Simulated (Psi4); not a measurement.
# TPSS/def2-SVP (core potential, sweep point 3) run of SnH4 (SMILES [SnH4])

Aim: the vertical ionisation energy of SnH4 at TPSS/def2-SVP (core potential, sweep point 3), from 2 runs. 

The results are computed with Psi4 1.11.

4 further runs of the same task are left out: 4 set aside as unsound or not needed.

### Step 1. The structure to begin with

SnH4 has 5 atoms, charge 0, and is taken as a singlet. SMILES: `[SnH4]`. The coordinates come from a PBE0-D4/def2-TZVP relaxation.

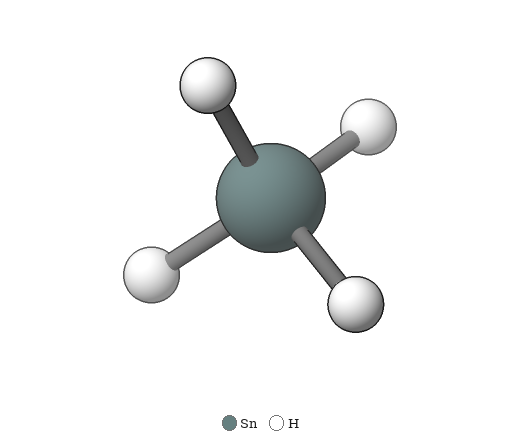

The structure, seen from a chosen angle (tin teal, hydrogen white).

### Step 2. The energy at TPSS/def2-SVP (core potential, sweep point 3)

File input.inp:

```
memory 1600 MB

molecule system {
  0 1
  Sn     0.000030     0.000010     0.000040
  H      0.823920    -0.853480     1.222940
  H     -1.563610     0.403420     0.543140
  H     -0.116810    -0.974610    -1.392490
  H      0.856470     1.424640    -0.373640
  symmetry c1
}

set basis def2-SVP
set reference rks
set puream true
set scf_type pk
set dft_radial_points 99
set dft_spherical_points 590
set d_convergence 0.0001
set e_convergence 0.0001

energy("tpss")
```

Started as:

```
$ psi4 -i input.inp -o input.out -n 1
```

input.out:

```text
[...]
    !!!  WARNING: ECP capability is in beta. Please check occupations closely.  !!!
[...]
  Running in c1 symmetry.
[...]
  Nuclear repulsion =   28.473969965174199
[...]
  Multiplicity = 1
[...]
  Nalpha       = 13
  Nbeta        = 13
[...]
    Number of basis functions: 46
[...]
   @RKS iter   1:  -216.51843053459757   -1.26971e+00   6.26282e-03 DIIS/ADIIS
[...]
   @RKS iter   5:  -216.57735716328096   -2.11380e-06   1.21610e-05 DIIS
[...]
    Orbital Energies [Eh]
    ---------------------
    Doubly Occupied:
       1A     -4.926857     2A     -3.298176     3A     -3.298174
       4A     -3.298173     5A     -0.942906     6A     -0.942904
       7A     -0.942903     8A     -0.938791     9A     -0.938788
      10A     -0.482054    11A     -0.298205    12A     -0.298182
      13A     -0.298139
[...]
  @RKS Final Energy:  -216.57735716328096
   => Energetics <=
    Nuclear Repulsion Energy =             28.4739699651741986
    One-Electron Energy =                -435.0964698486924931
    Two-Electron Energy =                 209.4450932446665092
    DFT Exchange-Correlation Energy =     -19.3999505244292010
    Empirical Dispersion Energy =           0.0000000000000000
    VV10 Nonlocal Energy =                  0.0000000000000000
    Total Energy =                       -216.5773571632809649
[...]
 Multipole Moments:
 ------------------------------------------------------------------------------------
     Multipole            Electronic (a.u.)      Nuclear  (a.u.)        Total (a.u.)
 ------------------------------------------------------------------------------------
 L = 1.  Multiply by 2.5417464519 to convert [e a0] to [Debye]
 Dipole X            :          0.0002947           -0.0002235            0.0000712
 Dipole Y            :          0.0008967           -0.0001043            0.0007924
 Dipole Z            :          0.0005620           -0.0003129            0.0002491
 Magnitude           :                                                    0.0008336
[...]
```

Run time: 11 s. Hardware: 1 thread of Intel Xeon at 2.70GHz, shared host; peak memory 1.1 GiB.

### Step 3. The doublet cation at the same level

File input.dat:

```
memory 1600 mb

molecule {
  1 2
  Sn     0.000030     0.000010     0.000040
  H      0.823920    -0.853480     1.222940
  H     -1.563610     0.403420     0.543140
  H     -0.116810    -0.974610    -1.392490
  H      0.856470     1.424640    -0.373640
  symmetry c1
}

set reference uks
set puream true
set scf_type pk
set dft_radial_points 99
set dft_spherical_points 590
set d_convergence 0.0001
set e_convergence 0.0001
set maxiter 100

energy("tpss/def2-SVP")
print_variables()
```

Started as:

```
$ psi4 input.dat output.dat -n 1
```

output.dat:

```text
[...]
    !!!  WARNING: ECP capability is in beta. Please check occupations closely.  !!!
[...]
  Running in c1 symmetry.
[...]
  Nuclear repulsion =   28.473969965174199
[...]
  Multiplicity = 2
[...]
  Nalpha       = 13
  Nbeta        = 12
[...]
    Number of basis functions: 46
[...]
   @UKS iter   1:  -216.11909259617875   -8.70375e-01   4.95842e-03 DIIS/ADIIS
[...]
   @UKS iter  16:  -216.16048558022493   -1.49395e-05   3.58286e-05 DIIS
[...]
   @S^2 Observed:                7.582764196E-01
[...]
    Orbital Energies [Eh]
    ---------------------
    Alpha Occupied:
       1A     -5.208603     2A     -3.585015     3A     -3.577454
       4A     -3.577444     5A     -1.227437     6A     -1.227426
       7A     -1.224968     8A     -1.220707     9A     -1.215489
      10A     -0.760006    11A     -0.578625    12A     -0.571554
      13A     -0.571501
    Alpha Virtual:
      14A     -0.241958    15A     -0.221832    16A     -0.219474
      17A     -0.219455    18A     -0.039464    19A     -0.024275
      20A     -0.015562    21A     -0.015541    22A      0.021495
      23A      0.033920    24A      0.197510    25A      0.197534
[...]
  @UKS Final Energy:  -216.16048558022493
   => Energetics <=
    Nuclear Repulsion Energy =             28.4739699651741986
    One-Electron Energy =                -427.8494465914031366
    Two-Electron Energy =                 202.3175485814738579
    DFT Exchange-Correlation Energy =     -19.1025575354698560
    Empirical Dispersion Energy =           0.0000000000000000
    VV10 Nonlocal Energy =                  0.0000000000000000
    Total Energy =                       -216.1604855802249290
[...]
 Multipole Moments:
 ------------------------------------------------------------------------------------
     Multipole            Electronic (a.u.)      Nuclear  (a.u.)        Total (a.u.)
 ------------------------------------------------------------------------------------
 L = 1.  Multiply by 2.5417464519 to convert [e a0] to [Debye]
 Dipole X            :         -0.0073000           -0.0002235           -0.0075235
 Dipole Y            :          0.0025388           -0.0001043            0.0024344
 Dipole Z            :         -0.0022346           -0.0003129           -0.0025475
 Magnitude           :                                                    0.0083078
[...]
```

Wall time 39 s (1 thread of Intel Xeon at 2.70GHz, shared host); peak memory 1.1 GiB.

### Step 4. Summary of results

At TPSS/def2-SVP (core potential, sweep point 3):

| quantity | value |
| --- | --- |
| singlet SnH4: total energy | -216.57736 Eh |
| singlet SnH4: dipole moment | 0.00 D |
| singlet SnH4: HOMO energy | -8.11 eV |
| singlet SnH4: LUMO energy | 0.33 eV |
| singlet SnH4: HOMO–LUMO gap | 8.44 eV |
| doublet cation: total energy | -216.16049 Eh |
| doublet cation: HOMO energy (highest over α and β) | -14.70 eV |
| doublet cation: LUMO energy (lowest over α and β) | -14.59 eV |
| doublet cation: ⟨S²⟩ | 0.758 |
| vertical ionisation energy (to the doublet cation) | 11.344 eV |

The vertical ionisation energy comes to 11.34 eV (1094 kJ/mol). −ε(HOMO) before ionisation, 8.11 eV, is 3.23 eV below this ionisation energy.
